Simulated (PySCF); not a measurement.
C4H4F3N3

Input file:

```
{"job": {"kind": "nmr", "xc": "PBE0", "basis": "pcSseg-1"}, "charge": 0, "multiplicity": 1}
C     -2.500113    -0.069675     0.037372
N     -1.098785    -0.101030    -0.259463
C     -0.060229     0.142466     0.563017
C      1.048291    -0.039509    -0.243157
C      2.482542     0.111774     0.120652
F      3.316987    -0.421136    -0.767238
F      2.831233     1.406960     0.261067
F      2.748878    -0.465729     1.310480
N      0.616794    -0.373171    -1.477446
N     -0.654983    -0.406740    -1.471309
H     -3.037125    -0.157978    -0.904659
H     -2.762907     0.867508     0.527523
H     -2.770934    -0.903040     0.687478
H     -0.160326     0.408827     1.593517
```

Run with:

```sh
OMP_NUM_THREADS=1 python probes_run.py task.json out
```

Geometry: GFN2-xTB.

Level of theory: PBE0/pcSseg-1, SCF density, gas phase, non-relativistic (PySCF 2.14.0).

### Predict the electron density and electron localisation function between the atoms.

N–N (1.27 Å): the density is about 3 e/Å³ at the midpoint; the ELF peaks at about 0.90 between the atoms: localised, covalent bonding.
C–N (1.35 Å): ρ is about 2.4 e/Å³ halfway; the ELF peaks at about 0.90 between the atoms; a covalent bond.
C–C (1.38 Å): the density is about 2.1 e/Å³ at the midpoint; the ELF peaks at about 0.95 between the atoms; localised, covalent bonding.
C–H (1.07 Å): ρ is about 2.1 e/Å³ halfway; the ELF climbs to about 1 towards the hydrogen, as it does in any bond to H; an ordinary covalent bond to hydrogen.

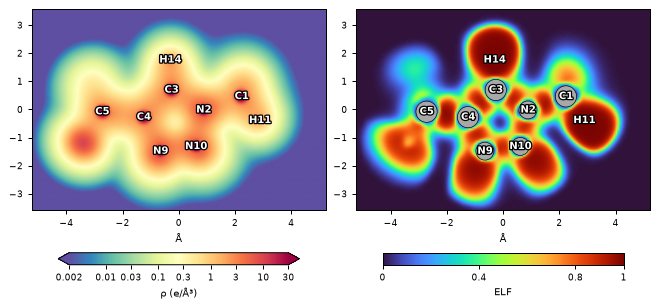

Computed electron density and electron localisation function on the plane of atoms C3, N2 and N10, in this order. Grey discs cover the atomic cores in the ELF map. 
